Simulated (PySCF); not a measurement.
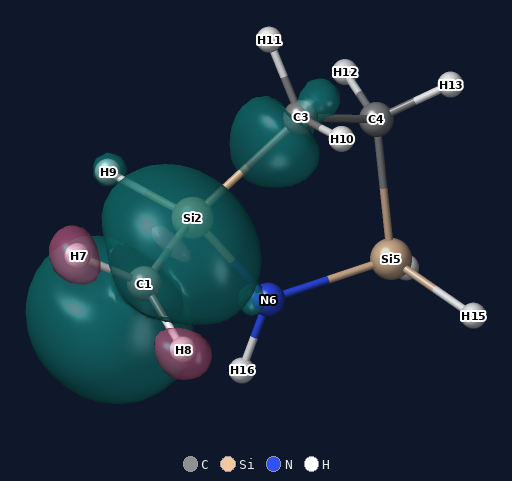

The picture shows: C3H10NSi2 (doublet). Isosurfaces of the spin density (α minus β) at +0.015 (teal) and −0.015 e/Å³ (pink), seen at an oblique angle.

Geometry: GFN2-xTB.

Theory: PySCF 2.14.0, density-fitted response routines, UKS B3LYP, pcH-1 on C H N Si, non-relativistic, mean-field spin-orbit, GIAO.

| atom | x (Å) | y (Å) | z (Å) |
| --- | --- | --- | --- |
| C | 2.6745 | 0.0892 | 0.1641 |
| Si | 1.0275 | 0.1309 | -0.6444 |
| C | -0.1388 | -1.3132 | -0.1458 |
| C | -1.5718 | -0.7890 | -0.1095 |
| Si | -1.5627 | 0.9908 | 0.5612 |
| N | 0.0151 | 1.3988 | -0.0097 |
| H | 3.5270 | -0.3735 | -0.2977 |
| H | 2.8484 | 0.4709 | 1.1544 |
| H | 1.1322 | 0.2413 | -2.1080 |
| H | 0.1440 | -1.6670 | 0.8461 |
| H | -0.0451 | -2.1616 | -0.8236 |
| H | -1.9767 | -0.7839 | -1.1227 |
| H | -2.2079 | -1.4532 | 0.4771 |
| H | -2.5858 | 1.8496 | -0.0431 |
| H | -1.6516 | 1.0412 | 2.0274 |
| H | 0.3642 | 2.3377 | 0.0630 |

> Where is the unpaired spin?

The unpaired spin (1 electron) lies mostly on C1 (about 0.7) and Si2 (about 0.1), in electrons by Hirshfeld's partition.
